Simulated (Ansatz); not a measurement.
**NH₂Br (triplet): one geometry, many settings at distance Br1–H2 along a hydrogen transfer = 1.524 Å**

What do other methods and options give for NH₂Br (triplet) at this geometry, and how long do they take?

The runs use Ansatz 0.2.0, Gaussian basis; the settings change from run to run.

8 further runs of the same task are left out: 1 for a mislabelled method, 7 that didn't finish.

## Step 1: The geometry

The geometry derives from fragments relaxed apart (PBE0/def2-TZVP) and kept rigid, so it is no stationary point. A hydrogen atom is moved between rigid fragments. No spin-orbit coupling is included. The filled d shell of Br may be among the frozen orbitals whatever the setting's name suggests; the logs give the count.

4 atoms, charge 0, spin multiplicity 3.

Atoms are counted from 1 here; the program's logs count them from 0.

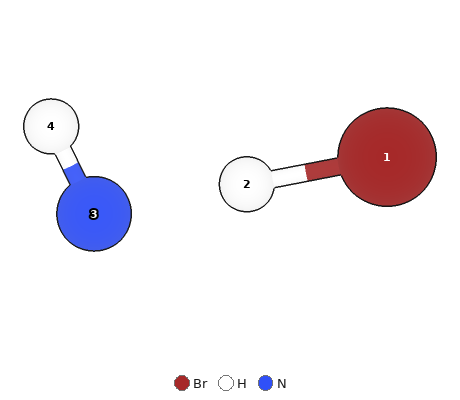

The structure; bromine red, hydrogen white, nitrogen blue; atoms are numbered from 1 in the order of the file.

## Step 2: CCSD(T) on ROHF/cc-pVDZ

File in.yaml:

```yaml
crystal:
  periodic: [false, false, false]
  atoms:
    - {symbol: Br, position_ang: [-2.040270, 0.251057, 0.000000]}
    - {symbol: H, position_ang: [-0.516270, 0.251057, 0.000000]}
    - {symbol: N, position_ang: [1.143730, 0.251057, 0.000000]}
    - {symbol: H, position_ang: [1.412811, -0.753170, 0.000000]}
basis:
  gaussian: {orbitals: cc-pVDZ}
magnetization: {spin_polarized: false, initial_magnetization: 2}
correlation: {method: ccsd_t, electrons: outside_noble_gas, diis_vectors: 4}
```

Started as:

```
$ ansatz run in.yaml --threads 1 --pin off --events-out ev --progress --plain --max-ram 2393MiB
```

The log of the run (excerpt; [...] marks lines left out):

```text
Functional definition: HF
  name "HF"
  cite "Fock, Z. Phys. 61, 126 (1930) doi:10.1007/BF01340294"
  parent pbe
[...]
542 factors; integrals over basis functions are off by at most 1.5e-3 eV
[...]
mean field -71509.26277876 eV, -2627.9169364004 hartree, gradient 1.9e-6 eV, S^2 2.000000; 0 other end points of the search recorded, 0 dependent functions left out
15 core orbitals not correlated: weight in the atoms' cores, before any rotation towards them, 1.000 or more for the frozen orbitals, at most 0.000 for the correlated occupied ones
reference -71509.26277876 eV, -2627.9169364004 hartree; 8, 6 occupied and 28, 30 virtual orbitals, 542 factors
second order -6.53046679 eV of doubles, -0.12149664 eV of singles
cycle   1  -7.34925643 eV  change   -6.9e-1 eV  update   5.4e-2
[...]
cycle  13  -7.58218566 eV  change    2.1e-6 eV  update   9.3e-6
perturbative correction -0.12670516 eV, -0.0046563287 hartree
Total energy: -71516.97166959 eV, -2628.2002329128 hartree
```

Run time: 2.2 s. Hardware: 1 thread of Arm Neoverse V1, shared host.

From the report: correlation -7.7089 eV; T1 0.018; largest double amplitude 0.04.

## Step 3: NEVPT4(SD)(2,3)/6-31G

in.yaml: that of step 2 with these lines changed.

```diff
@@ -8,4 +8,4 @@
 basis:
-  gaussian: {orbitals: cc-pVDZ}
+  gaussian: {orbitals: 6-31G, fitting: {mean_field: def2-universal-jkfit}}
 magnetization: {spin_polarized: false, initial_magnetization: 2}
-correlation: {method: ccsd_t, electrons: outside_noble_gas, diis_vectors: 4}
+correlation: {method: fic_nevpt4_sd, electrons: outside_noble_gas, active_space: {window: {electrons: 2, orbitals: 3}}}
```

Same command.

The log of the run:

```text
Functional definition: HF
  name "HF"
  cite "Fock, Z. Phys. 61, 126 (1930) doi:10.1007/BF01340294"
  parent pbe
  exchange = exact_x
  correlation = 0
379 factors; integrals over basis functions are off by at most 3.4e-2 eV
mean field evaluation 1: about -71498.2136 eV, gradient 1.3e1 eV
mean field evaluation 2: about -71499.2505 eV, gradient 4.2e0 eV
mean field evaluation 4: about -71499.3544 eV, gradient 9.2e-1 eV
mean field evaluation 8: about -71499.3666 eV, gradient 1.4e-6 eV
mean field -71499.36660864 eV, -2627.5532588560 hartree, gradient 1.4e-6 eV, S^2 2.000000; 0 other end points of the search recorded, 0 dependent functions left out
reference -71499.36660864 eV, -2627.5532588560 hartree; 23, 21 occupied and 19, 21 virtual orbitals, 379 factors
state -71499.36660864 eV, -2627.5532588560 hartree
state -71499.36660864 eV, -2627.5532588560 hartree; corrected -71502.99838237 eV, -2627.6867240792 hartree
WARN: 1 active orbitals are nearly empty or full. The corrections depend on them more than the energy does, and are more stable in an active space without them
Total energy: -71502.99838237 eV, -2627.6867240792 hartree
```

Run time: 2.1 s. Hardware: 1 thread of Arm Neoverse V1, shared host.

From the report: 4 determinants; active occupations 1.00, 1.00, 0.00. The report marks this result as in doubt.

## Step 4: CASSCF(6,4)/cc-pVDZ

File in.yaml:

```yaml
crystal:
  periodic: [false, false, false]
  atoms:
    - {symbol: Br, position_ang: [-2.040270, 0.251057, 0.000000]}
    - {symbol: H, position_ang: [-0.516270, 0.251057, 0.000000]}
    - {symbol: N, position_ang: [1.143730, 0.251057, 0.000000]}
    - {symbol: H, position_ang: [1.412811, -0.753170, 0.000000]}
basis:
  gaussian: {orbitals: cc-pVDZ}
magnetization: {spin_polarized: false, initial_magnetization: 2}
correlation: {active_space: {window: {electrons: 6, orbitals: 4}}}
scf: {lower_state_search: off}
```

Launched as before.

The log of the run:

```text
Functional definition: HF
  name "HF"
  cite "Fock, Z. Phys. 61, 126 (1930) doi:10.1007/BF01340294"
  parent pbe
  exchange = exact_x
  correlation = 0
these checks for a lower state are left out or cut short: stability, starts, cluster_reference, orbital_swaps, neighbouring_geometries, increment
542 factors; integrals over basis functions are off by at most 1.5e-3 eV
mean field evaluation 1: about -71508.1230 eV, gradient 1.3e1 eV
mean field evaluation 2: about -71508.1361 eV, gradient 1.3e1 eV
mean field evaluation 4: about -71509.2132 eV, gradient 2.0e0 eV
mean field evaluation 8: about -71509.2628 eV, gradient 1.3e-3 eV
mean field -71509.26277876 eV, -2627.9169364004 hartree, gradient 1.9e-6 eV, S^2 2.000000; 0 other end points of the search recorded, 0 dependent functions left out
reference -71509.26277876 eV, -2627.9169364004 hartree; 23, 21 occupied and 28, 30 virtual orbitals, 542 factors
state -71509.26287715 eV, -2627.9169400161 hartree
Total energy: -71509.26287715 eV, -2627.9169400161 hartree
Checks for a lower state left out: stability, starts, cluster_reference, orbital_swaps, neighbouring_geometries, increment
```

Wall time 0.93 s (1 thread of Arm Neoverse V1, shared host).

From the report: 16 determinants; active occupations 2.00, 2.00, 1.00, 1.00.

## Step 5: MP2 on UHF/cc-pVDZ

File in.yaml:

```yaml
crystal:
  periodic: [false, false, false]
  atoms:
    - {symbol: Br, position_ang: [-2.040270, 0.251057, 0.000000]}
    - {symbol: H, position_ang: [-0.516270, 0.251057, 0.000000]}
    - {symbol: N, position_ang: [1.143730, 0.251057, 0.000000]}
    - {symbol: H, position_ang: [1.412811, -0.753170, 0.000000]}
basis:
  gaussian: {orbitals: cc-pVDZ, point_charges: [{charge: 1.00, position_ang: [4.785, 0.922, -0.124]}]}
magnetization: {spin_polarized: true, initial_magnetization: 2}
correlation: {method: mp2, electrons: valence}
```

Same command.

The log of the run:

```text
Functional definition: HF
  name "HF"
  cite "Fock, Z. Phys. 61, 126 (1930) doi:10.1007/BF01340294"
  parent pbe
  exchange = exact_x
  correlation = 0
542 factors; integrals over basis functions are off by at most 1.5e-3 eV
mean field evaluation 1: about -71507.7952 eV, gradient 1.1e1 eV
mean field evaluation 2: about -71507.8103 eV, gradient 1.1e1 eV
mean field evaluation 4: about -71509.2344 eV, gradient 1.7e0 eV
mean field evaluation 8: about -71509.2798 eV, gradient 2.0e-1 eV
mean field evaluation 16: about -71496.0803 eV, gradient 2.9e1 eV
mean field -71509.28110787 eV, -2627.9176099828 hartree, gradient 4.2e-6 eV, S^2 2.024334; 0 other end points of the search recorded, 0 dependent functions left out
10 core orbitals not correlated: weight in the atoms' cores, before any rotation towards them, 1.000 or more for the frozen orbitals, at most 0.000 for the correlated occupied ones
reference -71509.28110787 eV, -2627.9176099828 hartree; 13, 11 occupied and 28, 30 virtual orbitals, 542 factors
second order -6.82669989 eV of doubles, -0.00000000 eV of singles
Total energy: -71516.10780777 eV, -2628.1684865765 hartree
```

Run time: 0.96 s. Hardware: 1 thread of Arm Neoverse V1, shared host.

From the report: ⟨S²⟩ of the determinant 2.024 (pure triplet: 2.00).

## Step 6: BCCD(T)/cc-pVDZ

File in.yaml:

```yaml
crystal:
  periodic: [false, false, false]
  atoms:
    - {symbol: Br, position_ang: [-2.040270, 0.251057, 0.000000]}
    - {symbol: H, position_ang: [-0.516270, 0.251057, 0.000000]}
    - {symbol: N, position_ang: [1.143730, 0.251057, 0.000000]}
    - {symbol: H, position_ang: [1.412811, -0.753170, 0.000000]}
basis:
  gaussian: {orbitals: cc-pVDZ}
magnetization: {spin_polarized: false, initial_magnetization: 2}
hamiltonian: {xc: {name: PBE0}}
correlation: {method: bccd_t, electrons: outside_noble_gas}
```

Same command.

The log of the run (excerpt; [...] marks lines left out):

```text
Functional definition: PBE0
  name "PBE0"
  cite "Adamo & Barone, J. Chem. Phys. 110, 6158 (1999) doi:10.1063/1.478522"
  cite "Perdew, Burke & Ernzerhof, Phys. Rev. Lett. 77, 3865 (1996) doi:10.1103/PhysRevLett.77.3865"
  parent pbe
[...]
542 factors; integrals over basis functions are off by at most 1.5e-3 eV
[...]
mean field -71554.77632448 eV, -2629.5895283551 hartree, gradient 5.1e-6 eV, S^2 2.000000; 0 other end points of the search recorded, 0 dependent functions left out
[...]
15 core orbitals not correlated: weight in the atoms' cores, before any rotation towards them, 1.000 or more for the frozen orbitals, at most 0.000 for the correlated occupied ones
reference -71508.94955892 eV, -2627.9054257835 hartree; 8, 6 occupied and 28, 30 virtual orbitals, 542 factors
second order -6.73484746 eV of doubles, -0.28107877 eV of singles
cycle   1  -7.59500458 eV  change   -5.8e-1 eV  update   5.3e-2
[...]
cycle  12  -7.79679268 eV  change    6.8e-6 eV  update   9.2e-6
perturbative correction -0.12926482 eV, -0.0047503947 hartree
Total energy: -71516.87561642 eV, -2628.1967030242 hartree
```

Run time: 4.1 s. Hardware: 1 thread of Arm Neoverse V1, shared host.

From the report: correlation -7.9261 eV; largest double amplitude 0.04.

## Step 7: MP2 on UHF/cc-pVDZ

in.yaml: that of step 6 with these lines changed.

```diff
@@ -9,4 +9,6 @@
   gaussian: {orbitals: cc-pVDZ}
-magnetization: {spin_polarized: false, initial_magnetization: 2}
-hamiltonian: {xc: {name: PBE0}}
-correlation: {method: bccd_t, electrons: outside_noble_gas}
+magnetization: {spin_polarized: true, initial_magnetization: 2}
+correlation: {method: mp2, electrons: outside_noble_gas}
+accuracy: high
+scf: {lower_state_search: full}
+output: {forces: true}
```

Launched as before.

The log of the run (excerpt; [...] marks lines left out):

```text
Functional definition: HF
  name "HF"
  cite "Fock, Z. Phys. 61, 126 (1930) doi:10.1007/BF01340294"
  parent pbe
[...]
976 factors; integrals over basis functions are off by at most 4.6e-9 eV
[...]
mean field -71509.47228145 eV, -2627.9246354820 hartree, gradient 1.3e-8 eV, S^2 2.020401; 3 other end points of the search recorded, 0 dependent functions left out
15 core orbitals not correlated: weight in the atoms' cores, before any rotation towards them, 1.000 or more for the frozen orbitals, at most 0.000 for the correlated occupied ones
reference -71509.47228145 eV, -2627.9246354820 hartree; 8, 6 occupied and 28, 30 virtual orbitals, 976 factors
second order -6.44812987 eV of doubles, -0.00000000 eV of singles
[...]
Total energy: -71515.92041132 eV, -2628.1615998841 hartree
Atom 0 at    -2.040270     0.251057     0.000000 Å, force     1.398192    -0.110954    -0.000000 eV/Å
Atom 1 at    -0.516270     0.251057     0.000000 Å, force    -1.762445     0.324539     0.000000 eV/Å
Atom 2 at     1.143730     0.251057     0.000000 Å, force     0.126967    -0.017239     0.000000 eV/Å
Atom 3 at     1.412811    -0.753170     0.000000 Å, force     0.237286    -0.196345    -0.000000 eV/Å
Dipole moment:     0.551417    -0.307787     0.000000 e Å
```

Wall time 4.8 s (1 thread of Arm Neoverse V1, shared host).

From the report: ⟨S²⟩ of the determinant 2.020 (pure triplet: 2.00).

## Step 8: BCCD/cc-pVDZ

in.yaml: that of step 7 with these lines changed.

```diff
@@ -10,5 +10,4 @@
 magnetization: {spin_polarized: true, initial_magnetization: 2}
-correlation: {method: mp2, electrons: outside_noble_gas}
+hamiltonian: {xc: {name: r2SCAN}}
+correlation: {method: bccd, electrons: valence}
 accuracy: high
-scf: {lower_state_search: full}
-output: {forces: true}
```

Launched as before.

The log of the run (excerpt; [...] marks lines left out):

```text
Functional definition: r2SCAN
  name "r2SCAN"
  cite "Furness, Kaplan, Ning, Perdew & Sun, J. Phys. Chem. Lett. 11, 8208 (2020) doi:10.1021/acs.jpclett.0c02405"
  cite "Furness, Kaplan, Ning, Perdew & Sun, J. Phys. Chem. Lett. 11, 9248 (2020) doi:10.1021/acs.jpclett.0c03077"
  parent r2scan
[...]
976 factors; integrals over basis functions are off by at most 4.6e-9 eV
[...]
mean field -71563.53475144 eV, -2629.9113946093 hartree, gradient 5.8e-8 eV, S^2 2.009749; 0 other end points of the search recorded, 0 dependent functions left out
10 core orbitals not correlated: weight in the atoms' cores, before any rotation towards them, 1.000 or more for the frozen orbitals, at most 0.000 for the correlated occupied ones
reference -71509.00557238 eV, -2627.9074842402 hartree; 13, 11 occupied and 28, 30 virtual orbitals, 976 factors
second order -7.13271008 eV of doubles, -0.31584040 eV of singles
cycle   1  -7.90693402 eV  change   -4.6e-1 eV  update   5.3e-2
[...]
cycle  26  -8.12525821 eV  change    2.1e-9 eV  update   1.9e-9
Total energy: -71517.13083059 eV, -2628.2060819718 hartree
```

Run time: 17 s. Hardware: 1 thread of Arm Neoverse V1, shared host.

From the report: ⟨S²⟩ of the determinant 2.010 (pure triplet: 2.00); correlation -8.1253 eV; largest double amplitude 0.04.

## Step 9: The runs in one table

Where basis and cores are those of an earlier UCCSDT(Q)/cc-pVDZ run (-71517.0020 eV), and the state is the same kind, the miss against it is given. † marks a result that the program doubts.

```tsv
level	correlated	functions	energy (eV)	from UCCSDT(Q) (meV)	time
CCSD(T) on ROHF/cc-pVDZ	outside noble gas	51	-71516.9717	30.3	2.2 s
NEVPT4(SD)(2,3)/6-31G †	outside noble gas	42	-71502.9984		2.1 s
CASSCF(6,4)/cc-pVDZ		51	-71509.2629	7739.1	0.93 s
MP2 on UHF/cc-pVDZ (beside a point charge)	valence	51	-71516.1078		0.96 s
BCCD(T)/cc-pVDZ (on PBE0 orbitals)	outside noble gas	51	-71516.8756	126.4	4.1 s
MP2 on UHF/cc-pVDZ	outside noble gas	51	-71515.9204	1081.6	4.8 s
BCCD/cc-pVDZ (on r2SCAN orbitals)	valence	51	-71517.1308		17 s
```

## Step 10: Results

```
quantity                                    value
    runs                                        7
quickest              CASSCF(6,4)/cc-pVDZ, 0.93 s
 slowest  BCCD/cc-pVDZ (on r2SCAN orbitals), 17 s
```

What this shows: Total energies in different bases, with other cores or another treatment of relativity can't be set against each other. BCCD/cc-pVDZ (on r2SCAN orbitals) took 18 times as long as CASSCF(6,4)/cc-pVDZ; the jobs differ in more than the method. Among the correlated runs with a miss given, it spans +30 to +1082 meV. Hartree-Fock, CASSCF and CASCI lack dynamic correlation by design. Cores frozen from Kohn-Sham orbitals shift the total energy.
